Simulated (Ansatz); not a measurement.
**Molecular dynamics of TiHClOF₂ (part 1 of 4)**

System: TiHClOF₂.
Method: RKS PBE-D4/def2-SVP (Ansatz 0.2.0).

It belongs to a series of runs on one base structure; here: dynamics from the start. Figures and captions count atoms from 1; the log counts them from 0 in places.

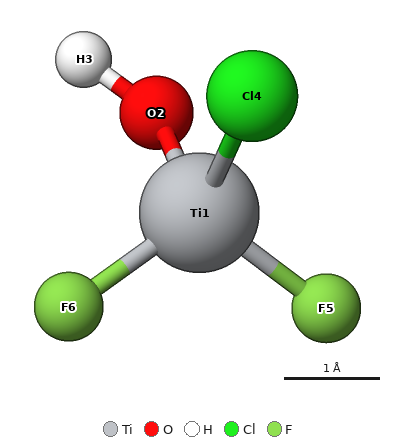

The structure as given in the input (ball-and-stick view, seen at a tilt; atoms are numbered from 1 in the order of the input). Sticks mark near contacts.

### Key numbers

- outcome: finished
- mean temperature over the second half: 111 K
- trajectory: 100 steps, 50 fs
- ensemble: nvt_nose_hoover
- temperature in the input: 300.0 K
- time step: 0.5 fs
- potential energy (last step): −43111.7589 eV
- mean-field energy (last step): −43111.6216 eV
- largest force (length of the vector) (last step): 3.170 eV/Å
- hardware: 2 threads of AMD EPYC (Zen 5), 32 GiB of memory available, shared host
- wall time: 74 s (CPU time 2.4 min)
- peak memory: 0.16 GiB

### Notes

So short a trajectory is not equilibrated. The temperature stays far from the 300 K of the thermostat over the second half: the run isn't equilibrated.

### Input
```yaml
crystal:
  periodic: [false, false, false]
  atoms:
    - { symbol: Ti, position_ang: [-0.101225, 0.051406, -0.048198] }
    - { symbol: O, position_ang: [-0.380019, 0.146439, 1.695081] }
    - { symbol: H, position_ang: [-0.329681, -0.481886, 2.437556] }
    - { symbol: Cl, position_ang: [2.063962, -0.075195, -0.447013] }
    - { symbol: F, position_ang: [-0.789786, 1.472041, -0.797664] }
    - { symbol: F, position_ang: [-0.861651, -1.394204, -0.670663] }
basis:
  gaussian: { orbitals: def2-SVP }
hamiltonian:
  xc: pbe
  dispersion: d4
md:
  timestep: 0.5
  n_steps: 100
  ensemble: nvt_nose_hoover
  temperature: 300.0
  initial_velocities: maxwell_boltzmann
  seed: 465536
  nose_hoover: { tau: 100.0, chain_length: 1 }
```

Launched with:
```bash
ansatz run input.yaml --threads 2 --pin off --max-ram 3072MiB --backend cpu --events-out ev --progress --plain --runs-dir out
```

### What the program printed
```
Engine: ansatz 0.2.0, x86_64-unknown-linux-gnu
Functional definition: PBE
  parameter kappa = 0.804
  parameter beta = 0.06672455060314922
  exchange = pbe_x(kappa = kappa, mu = beta*pi^2/3)
  correlation = pbe_c(beta = beta)
1072 factors; their error is unknown
mean field evaluation 1: about -43102.2511 eV, gradient 7.5e1 eV
mean field evaluation 2: about -42769.3500 eV, gradient 4.1e2 eV
mean field evaluation 4: about -43104.8898 eV, gradient 5.7e1 eV
mean field evaluation 8: about -43111.8119 eV, gradient 6.1e-1 eV
mean field evaluation 16: about -43111.7714 eV, gradient 7.4e-4 eV
mean field -43111.77141857 eV, -1584.3283774243 hartree, gradient 2.7e-5 eV, S^2 0.000000; 0 other end points of the search recorded, 0 dependent functions left out
the calculation of the forces begins
reference -43111.77152187 eV, -1584.3283812205 hartree; 33, 33 occupied and 63, 63 virtual orbitals, 1072 factors
md step     0: t =     0.00 fs  T =   300.0 K  F+E_penalty+E_count = -43111.90793078 eV  E_kin = 0.155112 eV  conserved = -43111.75281879 eV  (29 SCF iters)
these checks for a lower state are left out or cut short: starts, cluster_reference, orbital_swaps, neighbouring_geometries, increment
1072 factors; their error is unknown
mean field -43111.77070623 eV, -1584.3283512462 hartree, gradient 1.0e-5 eV, S^2 0.000000; 0 other end points of the search recorded, 0 dependent functions left out
the calculation of the forces begins
reference -43111.77080953 eV, -1584.3283550426 hartree; 33, 33 occupied and 63, 63 virtual orbitals, 1072 factors
md step     1: t =     0.50 fs  T =   298.7 K  F+E_penalty+E_count = -43111.90727344 eV  E_kin = 0.154457 eV  conserved = -43111.75281618 eV  (32 SCF iters)
[... from here on the SCF iterations and repeated set-up lines of each step are left out, up to the last step ...]
md step     2: t =     1.00 fs  T =   295.0 K  F+E_penalty+E_count = -43111.90533229 eV  E_kin = 0.152524 eV  conserved = -43111.75280807 eV  (32 SCF iters)
md step     3: t =     1.50 fs  T =   289.0 K  F+E_penalty+E_count = -43111.90223517 eV  E_kin = 0.149438 eV  conserved = -43111.75279789 eV  (32 SCF iters)
md step     4: t =     2.00 fs  T =   281.1 K  F+E_penalty+E_count = -43111.89814396 eV  E_kin = 0.145355 eV  conserved = -43111.75278926 eV  (32 SCF iters)
md step     5: t =     2.50 fs  T =   271.6 K  F+E_penalty+E_count = -43111.89319832 eV  E_kin = 0.140416 eV  conserved = -43111.75278427 eV  (32 SCF iters)
md step     6: t =     3.00 fs  T =   260.5 K  F+E_penalty+E_count = -43111.88748431 eV  E_kin = 0.134705 eV  conserved = -43111.75278267 eV  (32 SCF iters)
md step     7: t =     3.50 fs  T =   248.1 K  F+E_penalty+E_count = -43111.88104252 eV  E_kin = 0.128267 eV  conserved = -43111.75278060 eV  (32 SCF iters)
md step     8: t =     4.00 fs  T =   234.3 K  F+E_penalty+E_count = -43111.87391629 eV  E_kin = 0.121149 eV  conserved = -43111.75277546 eV  (32 SCF iters)
md step     9: t =     4.50 fs  T =   219.4 K  F+E_penalty+E_count = -43111.86620228 eV  E_kin = 0.113451 eV  conserved = -43111.75276411 eV  (32 SCF iters)
md step    10: t =     5.00 fs  T =   203.8 K  F+E_penalty+E_count = -43111.85808713 eV  E_kin = 0.105358 eV  conserved = -43111.75274736 eV  (32 SCF iters)
md step    11: t =     5.50 fs  T =   187.9 K  F+E_penalty+E_count = -43111.84984076 eV  E_kin = 0.097138 eV  conserved = -43111.75272780 eV  (32 SCF iters)
md step    12: t =     6.00 fs  T =   172.3 K  F+E_penalty+E_count = -43111.84177614 eV  E_kin = 0.089100 eV  conserved = -43111.75270914 eV  (32 SCF iters)
md step    13: t =     6.50 fs  T =   157.7 K  F+E_penalty+E_count = -43111.83419105 eV  E_kin = 0.081539 eV  conserved = -43111.75269465 eV  (32 SCF iters)
md step    14: t =     7.00 fs  T =   144.4 K  F+E_penalty+E_count = -43111.82731685 eV  E_kin = 0.074683 eV  conserved = -43111.75268588 eV  (32 SCF iters)
md step    15: t =     7.50 fs  T =   132.8 K  F+E_penalty+E_count = -43111.82129419 eV  E_kin = 0.068676 eV  conserved = -43111.75268217 eV  (32 SCF iters)
md step    16: t =     8.00 fs  T =   123.0 K  F+E_penalty+E_count = -43111.81618357 eV  E_kin = 0.063578 eV  conserved = -43111.75268104 eV  (32 SCF iters)
md step    17: t =     8.50 fs  T =   114.9 K  F+E_penalty+E_count = -43111.81200418 eV  E_kin = 0.059414 eV  conserved = -43111.75267939 eV  (32 SCF iters)
md step    18: t =     9.00 fs  T =   108.7 K  F+E_penalty+E_count = -43111.80878236 eV  E_kin = 0.056210 eV  conserved = -43111.75267508 eV  (30 SCF iters)
md step    19: t =     9.50 fs  T =   104.5 K  F+E_penalty+E_count = -43111.80658519 eV  E_kin = 0.054035 eV  conserved = -43111.75266804 eV  (31 SCF iters)
md step    20: t =    10.00 fs  T =   102.5 K  F+E_penalty+E_count = -43111.80552073 eV  E_kin = 0.052995 eV  conserved = -43111.75266066 eV  (26 SCF iters)
md step    21: t =    10.50 fs  T =   102.9 K  F+E_penalty+E_count = -43111.80570122 eV  E_kin = 0.053197 eV  conserved = -43111.75265670 eV  (25 SCF iters)
md step    22: t =    11.00 fs  T =   105.8 K  F+E_penalty+E_count = -43111.80718566 eV  E_kin = 0.054699 eV  conserved = -43111.75265928 eV  (26 SCF iters)
md step    23: t =    11.50 fs  T =   111.1 K  F+E_penalty+E_count = -43111.80993189 eV  E_kin = 0.057459 eV  conserved = -43111.75266917 eV  (26 SCF iters)
md step    24: t =    12.00 fs  T =   118.6 K  F+E_penalty+E_count = -43111.81378462 eV  E_kin = 0.061322 eV  conserved = -43111.75268427 eV  (26 SCF iters)
md step    25: t =    12.50 fs  T =   127.8 K  F+E_penalty+E_count = -43111.81850756 eV  E_kin = 0.066059 eV  conserved = -43111.75270064 eV  (32 SCF iters)
md step    26: t =    13.00 fs  T =   138.1 K  F+E_penalty+E_count = -43111.82384374 eV  E_kin = 0.071415 eV  conserved = -43111.75271448 eV  (31 SCF iters)
md step    27: t =    13.50 fs  T =   149.3 K  F+E_penalty+E_count = -43111.82957407 eV  E_kin = 0.077175 eV  conserved = -43111.75272389 eV  (32 SCF iters)
md step    28: t =    14.00 fs  T =   160.9 K  F+E_penalty+E_count = -43111.83554714 eV  E_kin = 0.083187 eV  conserved = -43111.75272945 eV  (32 SCF iters)
md step    29: t =    14.50 fs  T =   172.8 K  F+E_penalty+E_count = -43111.84167029 eV  E_kin = 0.089355 eV  conserved = -43111.75273368 eV  (32 SCF iters)
md step    30: t =    15.00 fs  T =   184.9 K  F+E_penalty+E_count = -43111.84787094 eV  E_kin = 0.095605 eV  conserved = -43111.75273955 eV  (32 SCF iters)
md step    31: t =    15.50 fs  T =   197.0 K  F+E_penalty+E_count = -43111.85404990 eV  E_kin = 0.101835 eV  conserved = -43111.75274909 eV  (32 SCF iters)
md step    32: t =    16.00 fs  T =   208.7 K  F+E_penalty+E_count = -43111.86004989 eV  E_kin = 0.107887 eV  conserved = -43111.75276239 eV  (32 SCF iters)
md step    33: t =    16.50 fs  T =   219.6 K  F+E_penalty+E_count = -43111.86565433 eV  E_kin = 0.113548 eV  conserved = -43111.75277745 eV  (32 SCF iters)
md step    34: t =    17.00 fs  T =   229.3 K  F+E_penalty+E_count = -43111.87061858 eV  E_kin = 0.118575 eV  conserved = -43111.75279099 eV  (32 SCF iters)
md step    35: t =    17.50 fs  T =   237.4 K  F+E_penalty+E_count = -43111.87472159 eV  E_kin = 0.122750 eV  conserved = -43111.75279979 eV  (32 SCF iters)
md step    36: t =    18.00 fs  T =   243.6 K  F+E_penalty+E_count = -43111.87781607 eV  E_kin = 0.125928 eV  conserved = -43111.75280171 eV  (32 SCF iters)
md step    37: t =    18.50 fs  T =   247.7 K  F+E_penalty+E_count = -43111.87985615 eV  E_kin = 0.128059 eV  conserved = -43111.75279791 eV  (32 SCF iters)
md step    38: t =    19.00 fs  T =   249.9 K  F+E_penalty+E_count = -43111.88088498 eV  E_kin = 0.129184 eV  conserved = -43111.75279200 eV  (30 SCF iters)
md step    39: t =    19.50 fs  T =   250.2 K  F+E_penalty+E_count = -43111.88098697 eV  E_kin = 0.129382 eV  conserved = -43111.75278702 eV  (32 SCF iters)
md step    40: t =    20.00 fs  T =   249.0 K  F+E_penalty+E_count = -43111.88023176 eV  E_kin = 0.128721 eV  conserved = -43111.75278576 eV  (32 SCF iters)
md step    41: t =    20.50 fs  T =   246.0 K  F+E_penalty+E_count = -43111.87863273 eV  E_kin = 0.127212 eV  conserved = -43111.75278821 eV  (32 SCF iters)
md step    42: t =    21.00 fs  T =   241.4 K  F+E_penalty+E_count = -43111.87614697 eV  E_kin = 0.124814 eV  conserved = -43111.75279240 eV  (32 SCF iters)
md step    43: t =    21.50 fs  T =   234.9 K  F+E_penalty+E_count = -43111.87271156 eV  E_kin = 0.121469 eV  conserved = -43111.75279386 eV  (33 SCF iters)
md step    44: t =    22.00 fs  T =   226.6 K  F+E_penalty+E_count = -43111.86830197 eV  E_kin = 0.117153 eV  conserved = -43111.75279016 eV  (33 SCF iters)
md step    45: t =    22.50 fs  T =   216.5 K  F+E_penalty+E_count = -43111.86297377 eV  E_kin = 0.111922 eV  conserved = -43111.75278072 eV  (33 SCF iters)
md step    46: t =    23.00 fs  T =   204.9 K  F+E_penalty+E_count = -43111.85687257 eV  E_kin = 0.105919 eV  conserved = -43111.75276733 eV  (33 SCF iters)
md step    47: t =    23.50 fs  T =   192.1 K  F+E_penalty+E_count = -43111.85020634 eV  E_kin = 0.099349 eV  conserved = -43111.75275324 eV  (33 SCF iters)
md step    48: t =    24.00 fs  T =   178.8 K  F+E_penalty+E_count = -43111.84319499 eV  E_kin = 0.092427 eV  conserved = -43111.75274166 eV  (33 SCF iters)
md step    49: t =    24.50 fs  T =   165.0 K  F+E_penalty+E_count = -43111.83602004 eV  E_kin = 0.085333 eV  conserved = -43111.75273443 eV  (33 SCF iters)
md step    50: t =    25.00 fs  T =   151.2 K  F+E_penalty+E_count = -43111.82879556 eV  E_kin = 0.078182 eV  conserved = -43111.75273134 eV  (32 SCF iters)
md step    51: t =    25.50 fs  T =   137.4 K  F+E_penalty+E_count = -43111.82157164 eV  E_kin = 0.071025 eV  conserved = -43111.75273020 eV  (32 SCF iters)
md step    52: t =    26.00 fs  T =   123.6 K  F+E_penalty+E_count = -43111.81436828 eV  E_kin = 0.063885 eV  conserved = -43111.75272788 eV  (32 SCF iters)
md step    53: t =    26.50 fs  T =   109.9 K  F+E_penalty+E_count = -43111.80722433 eV  E_kin = 0.056804 eV  conserved = -43111.75272169 eV  (32 SCF iters)
md step    54: t =    27.00 fs  T =    96.5 K  F+E_penalty+E_count = -43111.80023883 eV  E_kin = 0.049881 eV  conserved = -43111.75271081 eV  (32 SCF iters)
md step    55: t =    27.50 fs  T =    83.7 K  F+E_penalty+E_count = -43111.79358342 eV  E_kin = 0.043286 eV  conserved = -43111.75269672 eV  (26 SCF iters)
md step    56: t =    28.00 fs  T =    72.0 K  F+E_penalty+E_count = -43111.78747731 eV  E_kin = 0.037236 eV  conserved = -43111.75268323 eV  (26 SCF iters)
md step    57: t =    28.50 fs  T =    61.8 K  F+E_penalty+E_count = -43111.78213219 eV  E_kin = 0.031937 eV  conserved = -43111.75267388 eV  (25 SCF iters)
md step    58: t =    29.00 fs  T =    53.3 K  F+E_penalty+E_count = -43111.77769573 eV  E_kin = 0.027537 eV  conserved = -43111.75267066 eV  (30 SCF iters)
md step    59: t =    29.50 fs  T =    46.6 K  F+E_penalty+E_count = -43111.77422069 eV  E_kin = 0.024090 eV  conserved = -43111.75267283 eV  (25 SCF iters)
md step    60: t =    30.00 fs  T =    41.7 K  F+E_penalty+E_count = -43111.77167634 eV  E_kin = 0.021568 eV  conserved = -43111.75267734 eV  (25 SCF iters)
md step    61: t =    30.50 fs  T =    38.5 K  F+E_penalty+E_count = -43111.76999484 eV  E_kin = 0.019909 eV  conserved = -43111.75268057 eV  (25 SCF iters)
md step    62: t =    31.00 fs  T =    36.9 K  F+E_penalty+E_count = -43111.76912717 eV  E_kin = 0.019067 eV  conserved = -43111.75268020 eV  (25 SCF iters)
md step    63: t =    31.50 fs  T =    36.8 K  F+E_penalty+E_count = -43111.76907940 eV  E_kin = 0.019049 eV  conserved = -43111.75267626 eV  (25 SCF iters)
md step    64: t =    32.00 fs  T =    38.5 K  F+E_penalty+E_count = -43111.76991253 eV  E_kin = 0.019914 eV  conserved = -43111.75267099 eV  (25 SCF iters)
md step    65: t =    32.50 fs  T =    42.1 K  F+E_penalty+E_count = -43111.77170805 eV  E_kin = 0.021742 eV  conserved = -43111.75266767 eV  (25 SCF iters)
md step    66: t =    33.00 fs  T =    47.5 K  F+E_penalty+E_count = -43111.77451714 eV  E_kin = 0.024584 eV  conserved = -43111.75266910 eV  (24 SCF iters)
md step    67: t =    33.50 fs  T =    55.0 K  F+E_penalty+E_count = -43111.77831670 eV  E_kin = 0.028416 eV  conserved = -43111.75267641 eV  (25 SCF iters)
md step    68: t =    34.00 fs  T =    64.1 K  F+E_penalty+E_count = -43111.78299156 eV  E_kin = 0.033126 eV  conserved = -43111.75268858 eV  (25 SCF iters)
md step    69: t =    34.50 fs  T =    74.5 K  F+E_penalty+E_count = -43111.78835052 eV  E_kin = 0.038528 eV  conserved = -43111.75270281 eV  (25 SCF iters)
md step    70: t =    35.00 fs  T =    85.9 K  F+E_penalty+E_count = -43111.79417017 eV  E_kin = 0.044402 eV  conserved = -43111.75271565 eV  (25 SCF iters)
md step    71: t =    35.50 fs  T =    97.8 K  F+E_penalty+E_count = -43111.80024857 eV  E_kin = 0.050550 eV  conserved = -43111.75272452 eV  (32 SCF iters)
md step    72: t =    36.00 fs  T =   109.9 K  F+E_penalty+E_count = -43111.80644511 eV  E_kin = 0.056833 eV  conserved = -43111.75272898 eV  (32 SCF iters)
md step    73: t =    36.50 fs  T =   122.2 K  F+E_penalty+E_count = -43111.81268740 eV  E_kin = 0.063176 eV  conserved = -43111.75273100 eV  (32 SCF iters)
md step    74: t =    37.00 fs  T =   134.5 K  F+E_penalty+E_count = -43111.81894052 eV  E_kin = 0.069543 eV  conserved = -43111.75273408 eV  (32 SCF iters)
md step    75: t =    37.50 fs  T =   146.8 K  F+E_penalty+E_count = -43111.82515330 eV  E_kin = 0.075878 eV  conserved = -43111.75274133 eV  (32 SCF iters)
md step    76: t =    38.00 fs  T =   158.7 K  F+E_penalty+E_count = -43111.83121039 eV  E_kin = 0.082065 eV  conserved = -43111.75275390 eV  (32 SCF iters)
md step    77: t =    38.50 fs  T =   170.0 K  F+E_penalty+E_count = -43111.83691648 eV  E_kin = 0.087910 eV  conserved = -43111.75276966 eV  (32 SCF iters)
md step    78: t =    39.00 fs  T =   180.2 K  F+E_penalty+E_count = -43111.84202515 eV  E_kin = 0.093171 eV  conserved = -43111.75278505 eV  (32 SCF iters)
md step    79: t =    39.50 fs  T =   188.8 K  F+E_penalty+E_count = -43111.84629570 eV  E_kin = 0.097609 eV  conserved = -43111.75279630 eV  (32 SCF iters)
md step    80: t =    40.00 fs  T =   195.4 K  F+E_penalty+E_count = -43111.84955152 eV  E_kin = 0.101047 eV  conserved = -43111.75280142 eV  (30 SCF iters)
md step    81: t =    40.50 fs  T =   200.0 K  F+E_penalty+E_count = -43111.85171119 eV  E_kin = 0.103403 eV  conserved = -43111.75280057 eV  (32 SCF iters)
md step    82: t =    41.00 fs  T =   202.5 K  F+E_penalty+E_count = -43111.85278248 eV  E_kin = 0.104678 eV  conserved = -43111.75279699 eV  (32 SCF iters)
md step    83: t =    41.50 fs  T =   202.9 K  F+E_penalty+E_count = -43111.85282115 eV  E_kin = 0.104923 eV  conserved = -43111.75279358 eV  (32 SCF iters)
md step    84: t =    42.00 fs  T =   201.5 K  F+E_penalty+E_count = -43111.85188200 eV  E_kin = 0.104189 eV  conserved = -43111.75279254 eV  (32 SCF iters)
md step    85: t =    42.50 fs  T =   198.2 K  F+E_penalty+E_count = -43111.84998161 eV  E_kin = 0.102490 eV  conserved = -43111.75279474 eV  (32 SCF iters)
md step    86: t =    43.00 fs  T =   193.0 K  F+E_penalty+E_count = -43111.84708901 eV  E_kin = 0.099795 eV  conserved = -43111.75279841 eV  (32 SCF iters)
md step    87: t =    43.50 fs  T =   185.8 K  F+E_penalty+E_count = -43111.84315124 eV  E_kin = 0.096052 eV  conserved = -43111.75280045 eV  (32 SCF iters)
md step    88: t =    44.00 fs  T =   176.5 K  F+E_penalty+E_count = -43111.83814183 eV  E_kin = 0.091235 eV  conserved = -43111.75279805 eV  (32 SCF iters)
md step    89: t =    44.50 fs  T =   165.2 K  F+E_penalty+E_count = -43111.83210951 eV  E_kin = 0.085393 eV  conserved = -43111.75278845 eV  (32 SCF iters)
md step    90: t =    45.00 fs  T =   152.2 K  F+E_penalty+E_count = -43111.82520955 eV  E_kin = 0.078678 eV  conserved = -43111.75277271 eV  (32 SCF iters)
md step    91: t =    45.50 fs  T =   138.0 K  F+E_penalty+E_count = -43111.81769216 eV  E_kin = 0.071336 eV  conserved = -43111.75275389 eV  (32 SCF iters)
md step    92: t =    46.00 fs  T =   123.1 K  F+E_penalty+E_count = -43111.80985567 eV  E_kin = 0.063661 eV  conserved = -43111.75273612 eV  (32 SCF iters)
md step    93: t =    46.50 fs  T =   108.2 K  F+E_penalty+E_count = -43111.80198214 eV  E_kin = 0.055929 eV  conserved = -43111.75272268 eV  (32 SCF iters)
md step    94: t =    47.00 fs  T =    93.5 K  F+E_penalty+E_count = -43111.79428741 eV  E_kin = 0.048356 eV  conserved = -43111.75271473 eV  (32 SCF iters)
md step    95: t =    47.50 fs  T =    79.5 K  F+E_penalty+E_count = -43111.78690776 eV  E_kin = 0.041081 eV  conserved = -43111.75270934 eV  (25 SCF iters)
md step    96: t =    48.00 fs  T =    66.1 K  F+E_penalty+E_count = -43111.77993344 eV  E_kin = 0.034197 eV  conserved = -43111.75270355 eV  (25 SCF iters)
md step    97: t =    48.50 fs  T =    53.8 K  F+E_penalty+E_count = -43111.77345986 eV  E_kin = 0.027804 eV  conserved = -43111.75269445 eV  (25 SCF iters)
md step    98: t =    49.00 fs  T =    42.6 K  F+E_penalty+E_count = -43111.76763281 eV  E_kin = 0.022048 eV  conserved = -43111.75268135 eV  (25 SCF iters)
md step    99: t =    49.50 fs  T =    33.1 K  F+E_penalty+E_count = -43111.76265969 eV  E_kin = 0.017137 eV  conserved = -43111.75266607 eV  (26 SCF iters)
these checks for a lower state are left out or cut short: starts, cluster_reference, orbital_swaps, neighbouring_geometries, increment
1072 factors; their error is unknown
mean field evaluation 768: about -43111.6633 eV, gradient 1.5e-1 eV
mean field -43111.62149621 eV, -1584.3228678791 hartree, gradient 2.3e-5 eV, S^2 0.000000; 0 other end points of the search recorded, 0 dependent functions left out
the calculation of the forces begins
reference -43111.62159916 eV, -1584.3228716624 hartree; 33, 33 occupied and 63, 63 virtual orbitals, 1072 factors
1072 factors; their error is unknown
mean field -43111.62149621 eV, -1584.3228678791 hartree, gradient 2.2e-5 eV, S^2 0.000000; 1 other end points of the search recorded, 0 dependent functions left out
the calculation of the forces begins
reference -43111.62159916 eV, -1584.3228716624 hartree; 33, 33 occupied and 63, 63 virtual orbitals, 1072 factors
md step   100: t =    50.00 fs  T =    25.7 K  F+E_penalty+E_count = -43111.75878153 eV  E_kin = 0.013309 eV  conserved = -43111.75265212 eV  (30 SCF iters)
```
